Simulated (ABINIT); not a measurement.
# GaN (F-43m): G0W0 with ABINIT, start to end, part 2 of 3

Wanted: ground state, empty states, screening and self-energy for GaN (F-43m).

ABINIT 10.8.3; PBE and many-body steps on it, plane waves. Known limits of the many-body steps: not at the basis limit; no spin-orbit coupling.

So far. Step 2 (Ground state): The gap is direct, at Γ.

## (3) Bands along the symmetry lines

Level of this step: DFT, PBE, plane waves, norm-conserving pseudopotentials (ABINIT).

Levels along a band path, at the cheap level, show where the edges lie and whether the meshes to come will hold them.

Input file run.abi:

```
acell 3*1.0 Angstrom
rprim 
  0.000000000000 2.253500607500 2.253500607500
  2.253500607500 0.000000000000 2.253500607500
  2.253500607500 2.253500607500 0.000000000000
ntypat 2
znucl 31 7
natom 2
typat 1 2
xred 
  0.000000000000 0.000000000000 0.000000000000
  0.750000000000 0.750000000000 0.750000000000
pp_dirpath "pseudos"
pseudos "Ga.upf, N.upf"
ecut 45
iscf -2
irdden 1
kptopt 0
nkpt 50
kpt 
  0.00000000 0.00000000 0.00000000
  -0.06250000 -0.06250000 0.00000000
  -0.12500000 -0.12500000 0.00000000
  -0.18750000 -0.18750000 0.00000000
  -0.25000000 -0.25000000 0.00000000
  -0.31250000 -0.31250000 0.00000000
  -0.37500000 -0.37500000 0.00000000
  -0.43750000 -0.43750000 0.00000000
  -0.50000000 -0.50000000 0.00000000
  -0.48437500 -0.48437500 0.03125000
  -0.46875000 -0.46875000 0.06250000
  -0.45312500 -0.45312500 0.09375000
  -0.43750000 -0.43750000 0.12500000
  -0.42187500 -0.42187500 0.15625000
  -0.40625000 -0.40625000 0.18750000
  -0.39062500 -0.39062500 0.21875000
  -0.37500000 -0.37500000 0.25000000
  -0.37500000 0.00000000 0.37500000
  -0.32812500 0.00000000 0.32812500
  -0.28125000 0.00000000 0.28125000
  -0.23437500 0.00000000 0.23437500
  -0.18750000 0.00000000 0.18750000
  -0.14062500 0.00000000 0.14062500
  -0.09375000 0.00000000 0.09375000
  -0.04687500 0.00000000 0.04687500
  0.00000000 0.00000000 0.00000000
  0.00000000 0.00000000 0.06250000
  0.00000000 0.00000000 0.12500000
  0.00000000 0.00000000 0.18750000
  0.00000000 0.00000000 0.25000000
  0.00000000 0.00000000 0.31250000
  0.00000000 0.00000000 0.37500000
  0.00000000 0.00000000 0.43750000
  0.00000000 0.00000000 0.50000000
  -0.06250000 -0.03125000 0.46875000
  -0.12500000 -0.06250000 0.43750000
  -0.18750000 -0.09375000 0.40625000
  -0.25000000 -0.12500000 0.37500000
  -0.31250000 -0.15625000 0.34375000
  -0.37500000 -0.18750000 0.31250000
  -0.43750000 -0.21875000 0.28125000
  -0.50000000 -0.25000000 0.25000000
  -0.50000000 -0.28125000 0.21875000
  -0.50000000 -0.31250000 0.18750000
  -0.50000000 -0.34375000 0.15625000
  -0.50000000 -0.37500000 0.12500000
  -0.50000000 -0.40625000 0.09375000
  -0.50000000 -0.43750000 0.06250000
  -0.50000000 -0.46875000 0.03125000
  -0.50000000 -0.50000000 0.00000000
istwfk *1
nband 20
nbdbuf 2
tolwfr 1e-08
nstep 40
prtwf 0
prtvol 0
indata_prefix "in"
outdata_prefix "out"
tmpdata_prefix "tmp"
```

Started as:

```sh
OMP_NUM_THREADS=1 mpirun -n 8 abinit run.abi > log
```

Numbers of over 12 decimals in the logs are rounded to 6 here.

The program printed:

```text
.Version 10.8.3 of ABINIT. v10.8.2 released Aug 2026.

 Symmetries : space group F-4 3 m (#216); Bravais cF (face-center cubic)
[... echo of the input left out ...]
== DATASET  1 ==================================================================
-   mpi_nproc: 8, omp_nthreads: 1 (-1 if OMP is not activated)

--- !DatasetInfo
iteration_state: {dtset: 1, }
dimensions: {natom: 2, nkpt: 50, mband: 20, nsppol: 1, nspinor: 1, nspden: 1, mpw: 2252, }
cutoff_energies: {ecut:  45.0, pawecutdg:  -1.0, }
electrons: {nelect:   2.60000000E+01, charge:   0.00000000E+00, occopt:   1.00000000E+00, tsmear:   1.00000000E-02, }

 Real(R)+Recip(G) space primitive vectors, cartesian coordinates (Bohr,Bohr^-1):
 R(1)=  0.0000000  4.2584990  4.2584990  G(1)= -0.1174123  0.1174123  0.1174123
 R(2)=  4.2584990  0.0000000  4.2584990  G(2)=  0.1174123 -0.1174123  0.1174123
 R(3)=  4.2584990  4.2584990  0.0000000  G(3)=  0.1174123  0.1174123 -0.1174123
 Unit cell volume ucvol=  1.5445417E+02 bohr^3
 Angles (23,13,12)=  6.00000000E+01  6.00000000E+01  6.00000000E+01 degrees

 getcut: wavevector=  0.0000  0.0000  0.0000  ngfft=  40  40  40
         ecut(hartree)=     45.000   => boxcut(ratio)=   2.19947

--- Pseudopotential description ------------------------------------------------
- Ga Generated using ONCVPSP code by D. R. Hamann
- 31.00000  21.00000  171031                  znucl, zion, pspdat
12 -101130 2 -1 1902                          pspcod,pspxc,lmax,lloc,mmax
     nproj     2     2     2
  pspatm : epsatm=   21.85474337
         --- l  ekb(1:nproj) -->
             0    4.962806   -1.220223
             1   -5.679278   -1.350476
             2  -10.596651   -3.839775
 pspatm: atomic psp has been read  and splines computed

- N Generated using ONCVPSP code by D. R. Hamann
-  7.00000   5.00000  171031                  znucl, zion, pspdat
12 -101130 1 -1 1058                          pspcod,pspxc,lmax,lloc,mmax
     nproj     2     2     0
  pspatm : epsatm=    5.20977870
         --- l  ekb(1:nproj) -->
[...]
pspatm: atomic psp has been read  and splines computed

--------------------------------------------------------------------------------

================================================================================
 prteigrs : about to open file out_EIG
 Non-SCF case, kpt    1 (  0.00000  0.00000  0.00000), residuals and eigenvalues=
  6.16E-09  2.21E-09  5.89E-09  4.31E-09  6.48E-09  3.93E-09  9.46E-09  4.81E-09
  2.27E-09  9.65E-09  3.55E-09  4.77E-09  9.11E-09  1.89E-09  3.87E-09  4.61E-09
  3.44E-09  3.94E-09  2.71E-09  6.69E-07
 -4.9767E+00 -3.1639E+00 -3.1639E+00 -3.1639E+00 -3.3240E-01 -2.4568E-01
 -2.4568E-01 -2.4568E-01 -2.3446E-01 -2.3446E-01  2.5220E-01  2.5220E-01
  2.5220E-01  3.1643E-01  6.3289E-01  6.3289E-01  6.3289E-01  8.9971E-01
  9.4408E-01  9.4408E-01
 Non-SCF case, kpt    2 ( -0.06250 -0.06250  0.00000), residuals and eigenvalues=
[...]
9.2370E-01  9.5422E-01
 Non-SCF case, kpt    3 ( -0.12500 -0.12500  0.00000), residuals and eigenvalues=
[...]
6.02E-09  5.62E-09  1.91E-04  7.50E-04
[...]
9.7579E-01  9.8704E-01
[...]
Non-SCF case, kpt   49 ( -0.50000 -0.46875  0.03125), residuals and eigenvalues=
[...]
1.0535E+00  1.1667E+00
 Non-SCF case, kpt   50 ( -0.50000 -0.50000  0.00000), residuals and eigenvalues=
[...]
-2.3489E-01 -2.3489E-01 -2.3158E-01 -1.7018E-01  2.7425E-02  1.5326E-01
  1.5326E-01  3.7646E-01  4.9813E-01  6.8249E-01  7.6536E-01  7.6536E-01
  1.0510E+00  1.1645E+00

--- !ResultsGS
iteration_state: {dtset: 1, }
comment   : Summary of ground state results
lattice_vectors:
- [  0.0000000,   4.2584990,   4.2584990, ]
- [  4.2584990,   0.0000000,   4.2584990, ]
- [  4.2584990,   4.2584990,   0.0000000, ]
lattice_lengths: [   6.02243,    6.02243,    6.02243, ]
lattice_angles: [ 60.000,  60.000,  60.000, ] # degrees, (23, 13, 12)
lattice_volume:   1.5445417E+02
convergence: {deltae:  0.000E+00, res2:  0.000E+00, residm:  9.985E-09, diffor:  0.000E+00, }
etotal    :  -2.58718230E+02
entropy   :   0.00000000E+00
fermie    :   2.52201327E-01
cartesian_stress_tensor: null
pressure_GPa: null
xred      :
- [  0.0000E+00,   0.0000E+00,   0.0000E+00, Ga]
- [  7.5000E-01,   7.5000E-01,   7.5000E-01,  N]
cartesian_forces: null
force_length_stats: {min: null, max: null, mean: null, }

 Integrated electronic density in atomic spheres:
 ------------------------------------------------
 Atom  Sphere_radius  Integrated_density
[...]
================================================================================

 ----iterations are completed or convergence reached----

 Mean square residual over all n,k,spin=   45.208E-10; max=  99.852E-10
 reduced coordinates (array xred) for    2 atoms
       0.000000000000      0.000000000000      0.000000000000
       0.750000000000      0.750000000000      0.750000000000

 cartesian coordinates (angstrom) at end:
[...]
length scales=  1.889726125908  1.889726125908  1.889726125908 bohr
              =  1.000000000000  1.000000000000  1.000000000000 angstroms
 prteigrs : about to open file out_EIG
 Eigenvalues (hartree) for nkpt=  50  k points:
 kpt#   1, nband= 20, wtk=  1.00000, kpt=  0.0000  0.0000  0.0000 (reduced coord)
[...]
kpt#   2, nband= 20, wtk=  1.00000, kpt= -0.0625 -0.0625  0.0000 (reduced coord)
[...]
kpt#   3, nband= 20, wtk=  1.00000, kpt= -0.1250 -0.1250  0.0000 (reduced coord)
[...]
kpt#  49, nband= 20, wtk=  1.00000, kpt= -0.5000 -0.4687  0.0313 (reduced coord)
[...]
0.76058    0.76644    1.05353    1.16674
 kpt#  50, nband= 20, wtk=  1.00000, kpt= -0.5000 -0.5000  0.0000 (reduced coord)
  -4.97665   -3.16398   -3.16387   -3.16387   -0.29517   -0.24278   -0.23489   -0.23489
  -0.23158   -0.17018    0.02742    0.15326    0.15326    0.37646    0.49813    0.68249
   0.76536    0.76536    1.05095    1.16446

== END DATASET(S) ==============================================================
================================================================================

 -outvars: echo values of variables after computation  --------
            nband          20
             nkpt          50
          spgroup         216
 [... the other variables as echoed above ...]

 Calculation completed.
```

The job ended after 15 s (8 MPI ranks of AMD EPYC 7R43, shared host; peak memory 0.56 GiB; 1.9 min of CPU time).

Numbers from this step:

```yaml
gap: 1.748 eV
k_of_the_valence_top: 0, 0, 0
k_of_the_conduction_bottom: 0, 0, 0
least_direct_gap: 1.748 eV
```

The gap is 1.748 eV, as in the run before at this level.

The electronic bands at the labelled points (eV, zero at the top of the highest filled band):

```
    point  band 10  band 11  band 12  band 13  band 14  band 15  band 16  band 17
        Γ   -13.24     0.00     0.00     0.00     1.75    10.36    10.36    10.36
        X   -11.49    -6.12    -2.69    -2.69     3.38     6.69    11.71    13.96
        U   -11.34    -5.85    -4.24    -2.16     5.02     7.87    11.08    12.86
jump to K   -11.34    -5.85    -4.24    -2.16     5.02     7.87    11.08    12.86
        Γ   -13.24     0.00     0.00     0.00     1.75    10.36    10.36    10.36
        L   -11.94    -7.02    -0.96    -0.96     4.67     8.73    10.41    10.41
        W   -11.22    -5.68    -3.68    -3.62     6.24     8.39    10.30    11.14
        X   -11.49    -6.12    -2.69    -2.69     3.38     6.69    11.71    13.96
```

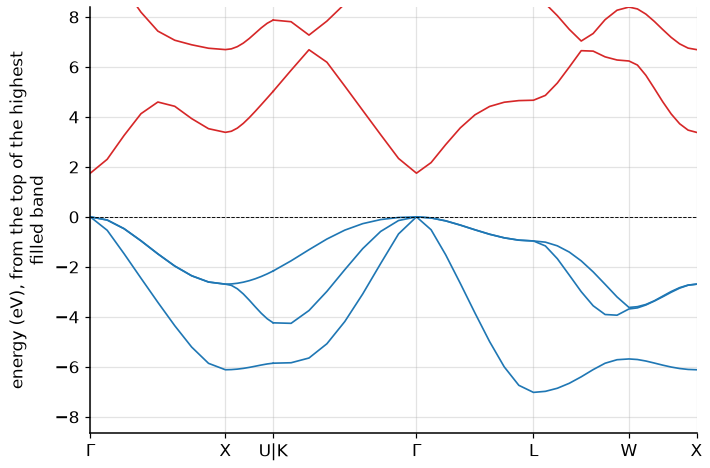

Electronic bands along the path; lines of filled and empty bands in two colours.

## (4) Empty states on the mesh, 6×6×6 mesh, 190 bands

The sums over transitions need many empty states on a uniform mesh; this step solves for them.

Input file run.abi:

```
acell 3*1.0 Angstrom
rprim 
  0.000000000000 2.253500607500 2.253500607500
  2.253500607500 0.000000000000 2.253500607500
  2.253500607500 2.253500607500 0.000000000000
ntypat 2
znucl 31 7
natom 2
typat 1 2
xred 
  0.000000000000 0.000000000000 0.000000000000
  0.750000000000 0.750000000000 0.750000000000
pp_dirpath "pseudos"
pseudos "Ga.upf, N.upf"
ecut 45
ngkpt 6 6 6
nshiftk 1
shiftk 0 0 0
kptopt 1
chksymbreak 0
irdden 1
istwfk *1
nband 190
prtvol 0
optdriver 6
gwr_task "HDIAGO"
paral_kgb 0
occopt 1
indata_prefix "in"
outdata_prefix "out"
tmpdata_prefix "tmp"
```

The program printed:

```text
[banner, memory and clock lines left out]
.Version 10.8.3 of ABINIT. v10.8.2 released Aug 2026.

 Symmetries : space group F-4 3 m (#216); Bravais cF (face-center cubic)
[... echo of the input left out ...]
== DATASET  1 ==================================================================
-   mpi_nproc: 8, omp_nthreads: 1 (-1 if OMP is not activated)

--- !DatasetInfo
iteration_state: {dtset: 1, }
dimensions: {natom: 2, nkpt: 16, mband: 190, nsppol: 1, nspinor: 1, nspden: 1, mpw: 2252, }
cutoff_energies: {ecut:  45.0, pawecutdg:  -1.0, }
electrons: {nelect:   2.60000000E+01, charge:   0.00000000E+00, occopt:   1.00000000E+00, tsmear:   1.00000000E-02, }

.Using double precision arithmetic; gwpc =  8

- Reading GS density from: in_DEN

--- Pseudopotential description ------------------------------------------------
- Ga Generated using ONCVPSP code by D. R. Hamann
- 31.00000  21.00000  171031                  znucl, zion, pspdat
12 -101130 2 -1 1902                          pspcod,pspxc,lmax,lloc,mmax
     nproj     2     2     2
  pspatm : epsatm=   21.85474337
         --- l  ekb(1:nproj) -->
             0    4.962806   -1.220223
             1   -5.679278   -1.350476
             2  -10.596651   -3.839775
 pspatm: atomic psp has been read  and splines computed

- N Generated using ONCVPSP code by D. R. Hamann
-  7.00000   5.00000  171031                  znucl, zion, pspdat
12 -101130 1 -1 1058                          pspcod,pspxc,lmax,lloc,mmax
     nproj     2     2     0
  pspatm : epsatm=    5.20977870
         --- l  ekb(1:nproj) -->
             0    7.494509    0.636305
             1   -4.293905   -1.006988
 pspatm: atomic psp has been read  and splines computed

   7.03677574E+02                                ecore*ucvol(ha*bohr**3)

 Total charge density [el/Bohr^3]
)     Maximum=    6.4955E+00  at reduced coord.    0.9500    0.9750    0.9750
)     Minimum=    5.4195E-03  at reduced coord.    0.5000    0.5000    0.5000
   Integrated=    2.6000E+01

 === KS gaps after direct diagonalization ===
 Direct band gap semiconductor
 Fundamental gap:     1.748 (eV)
   VBM:     6.863 (eV) at k: [ 0.0000E+00,  0.0000E+00,  0.0000E+00]
   CBM:     8.611 (eV) at k: [ 0.0000E+00,  0.0000E+00,  0.0000E+00]
 Direct gap:         1.748 (eV) at k: [ 0.0000E+00,  0.0000E+00,  0.0000E+00]

== END DATASET(S) ==============================================================

 -outvars: echo values of variables after computation  --------
           etotal      0.0000000000E+00
            nband         190
             nkpt          16
          spgroup         216
 [... the other variables as echoed above ...]

 Calculation completed.
```

It took 36 s on 8 MPI ranks; peak memory 2.7 GiB; 4.7 min of CPU time.

This step gave:

```yaml
gap: 1.748 eV
k_of_the_valence_top: 0, 0, 0
k_of_the_conduction_bottom: 0, 0, 0
least_direct_gap: 1.748 eV
k_points_computed: 16
lowest_point_of_the_top_converged_band_above_the_valence_top: 205.3414 eV
```

On this mesh the gap is 1.748 eV.

## (5) Screening, 6×6×6 mesh, 182 bands, screening to 261.2 eV

The RPA dielectric matrix is built and inverted for each q.

This step: RPA screening on PBE, plane waves, norm-conserving pseudopotentials.

run.abi: that of step 4 with these lines changed.

```diff
@@ -20,10 +20,11 @@
 chksymbreak 0
-irdden 1
 istwfk *1
-nband 190
-prtvol 0
-optdriver 6
-gwr_task "HDIAGO"
-paral_kgb 0
 occopt 1
+irdwfk 1
+optdriver 3
+nband 182
+ecuteps 9.6
+inclvkb 2
+awtr 1
+symchi 1
 indata_prefix "in"
```

The program printed:

```text
.Version 10.8.3 of ABINIT. v10.8.2 released Aug 2026.

 Symmetries : space group F-4 3 m (#216); Bravais cF (face-center cubic)
[... echo of the input left out ...]
== DATASET  1 ==================================================================
-   mpi_nproc: 8, omp_nthreads: 1 (-1 if OMP is not activated)

--- !DatasetInfo
iteration_state: {dtset: 1, }
dimensions: {natom: 2, nkpt: 16, mband: 182, nsppol: 1, nspinor: 1, nspden: 1, mpw: 2252, }
cutoff_energies: {ecut:  45.0, pawecutdg:  -1.0, }
electrons: {nelect:   2.60000000E+01, charge:   0.00000000E+00, occopt:   1.00000000E+00, tsmear:   1.00000000E-02, }

 SCREENING: Calculation of the susceptibility and dielectric matrices

 Based on a program developped by R.W. Godby, V. Olevano, G. Onida, and L. Reining.
 Incorporated in ABINIT by V. Olevano, G.-M. Rignanese, and M. Torrent.
.Using double precision arithmetic ; gwpc =  8

[... cell and pseudopotentials left out ...]
--------------------------------------------------------------------------------

 ==== K-mesh for the wavefunctions ====
 Number of points in the irreducible wedge :    16
[... list of points left out ...]
 Together with 24 symmetry operations and time-reversal symmetry
 yields   216 points in the full Brillouin Zone.

 ==== Q-mesh for the screening function ====
 Number of points in the irreducible wedge :    16
[... list of points left out ...]
 Together with 24 symmetry operations and time-reversal symmetry
 yields   216 points in the full Brillouin Zone.

 setmesh: FFT mesh size selected  =    27x   27x   27
          total number of points  =        19683

 vcoul_init : cutoff-mode = AUXILIARY_FUNCTION
 q-points for optical limit:   1
     1)      0.000010    0.000020    0.000030

- screening: taking advantage of time-reversal symmetry
- Maximum band index for partially occupied states nbvw = 13
- Remaining bands to be divided among processors   nbcw = 169
- Number of bands treated by each node ~21

 Number of electrons calculated from density =   26.0000; Expected =   26.0000
 average of density, n =  0.168335
 r_s =    1.1235
 omega_plasma =   39.5770 [eV]

 calculating chi0 at frequencies [eV] :
  1    0.000000E+00    0.000000E+00
  2    0.000000E+00    3.957696E+01

--------------------------------------------------------------------------------
  q-point number  1        q = ( 0.000000, 0.000000, 0.000000) [r.l.u.]
--------------------------------------------------------------------------------
[... chi0 elements left out ...]
 For q-point:  0.000010 0.000020 0.000030
  dielectric constant =   6.4106
  dielectric constant without local fields =   6.8789

  Average fulfillment of the sum rule on Im[epsilon] for q-point    1 :     68.72  [%]
[... wings left out ...]
  q-point number  2        q = ( 0.166667, 0.000000, 0.000000) [r.l.u.]
--------------------------------------------------------------------------------
[... chi0 elements left out ...]
  Average fulfillment of the sum rule on Im[epsilon] for q-point    2 :     79.81  [%]

 [... 14 further q-points ...]
```

Run time: 4.7 min. Hardware: 8 MPI ranks; peak memory 2.4 GiB.

Numbers from this step:

```
ε∞ with local fields, on this mesh, along the program's q direction : 6.411
the same without local fields                                       : 6.879
plasma frequency                                                    : 39.58 eV
plane waves in the screening matrix                                 : 229
```

Local fields lower ε∞ by 7 %.

(Part 2 of 3 ends here.)

[Paths, hosts, dates, memory and timing lines, banners, echoed tables and standing remarks are left out of the program output.]

[Logs are printed without paths, hosts, clocks, repeated set-up lines and the standing remarks that a program may print on its own settings, such as how far it seeks lower states.]

[Runs of the session that timed out or met a known fault of the program may be left out.]

[Hosts, paths, dates, database ids (printed as entryN), source tags and the programs' standing remarks are cut or masked in the printed files.]

[G0W0 gaps are taken among the corrected bands and points alone; a level outside them can change the order at an edge.]

[Where Ansatz stands beside ABINIT at settings called matched, ABINIT's density can come from a denser mesh and the files from another edition; pairs whose starting gaps differed by over 0.03 eV were left out, so agreement reads better than it is.]
